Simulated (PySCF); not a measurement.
Molecule (SMILES): ClCCl.
Geometry (B3LYP-D3(BJ)/def2-TZVP, fixed):
```xyz
5

C      0.0039     0.0052     0.7673
Cl    -0.0175     1.4825    -0.2263
Cl     0.0153    -1.4855    -0.2061
H     -0.8904    -0.0005     1.3784
H      0.9045     0.0193     1.3690
```
Charge 0, spin multiplicity 1.

Basis-set convergence of the isotropic shielding of C1 at PBE0 with PySCF. GIAO, no density fitting; atoms are numbered in the order shown. All functions are spherical. Core-valence sets carry the plain set on hydrogen. No added dispersion term, no relativity. Reference: the value in pcseg-3, 115.41 ppm, itself unsure by roughly 0.76 ppm (its distance from pcSseg-2). Deviations are taken from unrounded values. Cost is core time over that of pcSseg-0, rough, on shared machines of one kind; a dash marks a row that isn't timed (too short, read off another run, short of memory, by another algorithm or on other hardware).

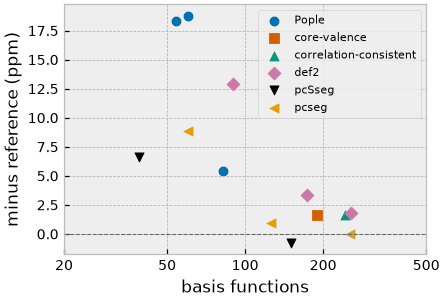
Fig. 1. Deviation from the reference against the number of basis functions, by family of sets.

```json
[
 {"basis": "pcSseg-0", "functions": "39", "isotropic shielding of C1 (ppm)": "122.06", "minus reference (ppm)": "6.64", "cost": "1×"},
 {"basis": "6-31G*", "functions": "54", "isotropic shielding of C1 (ppm)": "133.71", "minus reference (ppm)": "18.29", "cost": "-"},
 {"basis": "6-31G**", "functions": "60", "isotropic shielding of C1 (ppm)": "134.21", "minus reference (ppm)": "18.80", "cost": "0.7×"},
 {"basis": "pcseg-1", "functions": "60", "isotropic shielding of C1 (ppm)": "124.29", "minus reference (ppm)": "8.87", "cost": "1×"},
 {"basis": "6-311G**", "functions": "82", "isotropic shielding of C1 (ppm)": "120.86", "minus reference (ppm)": "5.45", "cost": "0.9×"},
 {"basis": "def2-SVPD", "functions": "90", "isotropic shielding of C1 (ppm)": "128.30", "minus reference (ppm)": "12.89", "cost": "1×"},
 {"basis": "pcseg-2", "functions": "126", "isotropic shielding of C1 (ppm)": "116.39", "minus reference (ppm)": "0.97", "cost": "2×"},
 {"basis": "pcSseg-2", "functions": "150", "isotropic shielding of C1 (ppm)": "114.65", "minus reference (ppm)": "-0.76", "cost": "4×"},
 {"basis": "def2-TZVPPD", "functions": "173", "isotropic shielding of C1 (ppm)": "118.75", "minus reference (ppm)": "3.34", "cost": "7×"},
 {"basis": "cc-pCVTZ", "functions": "189", "isotropic shielding of C1 (ppm)": "117.09", "minus reference (ppm)": "1.67", "cost": "9×"},
 {"basis": "cc-pV(Q+d)Z", "functions": "243", "isotropic shielding of C1 (ppm)": "117.03", "minus reference (ppm)": "1.61", "cost": "30×"},
 {"basis": "pcseg-3", "functions": "254", "isotropic shielding of C1 (ppm)": "115.41", "minus reference (ppm)": "0.00", "cost": "30×"},
 {"basis": "def2-QZVPP", "functions": "257", "isotropic shielding of C1 (ppm)": "117.19", "minus reference (ppm)": "1.78", "cost": "30×"}
]
```
